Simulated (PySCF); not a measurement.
C2H6OSi, SMILES `[C-]#[O+].C[SiH3]`.

Method: HF/def2-SVPD; geometry: GFN2-xTB; program: PySCF.

Coordinates in Å:

```
C1      -2.9024   -0.0732   -0.0220
O2      -1.7805    0.0109    0.0227
C3       1.3001   -1.2349   -0.0013
Si4      1.1716    0.6571   -0.0021
H5       1.8242   -1.5896   -0.8846
H6       0.3244   -1.7118    0.0131
H7       1.8488   -1.5871    0.8680
H8       2.5237    1.2227   -0.0207
H9       0.4826    1.1157    1.2071
H10      0.4519    1.1115   -1.1953
```

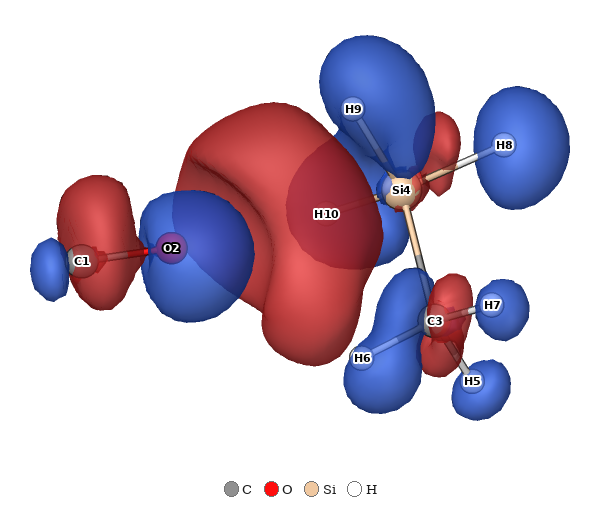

Density of the complex less the densities of the two fragments at the same geometry, ±0.001 e/Å³ (blue: gain, red: loss). Fragment A: CO (atoms 1–2); fragment B: SiH6C.

Question: How is the density rearranged on binding?

Answer: Hirshfeld charges show 0.006 e passing from A to B. By Hirshfeld charges, electrons gather most on H8 (−0.004 e) and leave C1 most (+0.007 e); 0.04 e is displaced in all, which induces a dipole of 0.29 D.

Question: What is the interaction energy, and which contacts carry it?

Answer: The counterpoise-corrected interaction energy of the frozen fragments is +2.5 kcal/mol without dispersion correction and −0.2 kcal/mol with D3(BJ). The pair geometry is semi-empirical, not a minimum at this level. Contacts: O2···H10, 2.77 Å, ρ = 0.008 a.u., a bond path close to vanishing (ellipticity 2.7); O2···H9, 2.78 Å, ρ = 0.008 a.u., a bond path close to vanishing (ellipticity 6.7). The pose is a local one from a semi-empirical search, not shown to be the most stable.
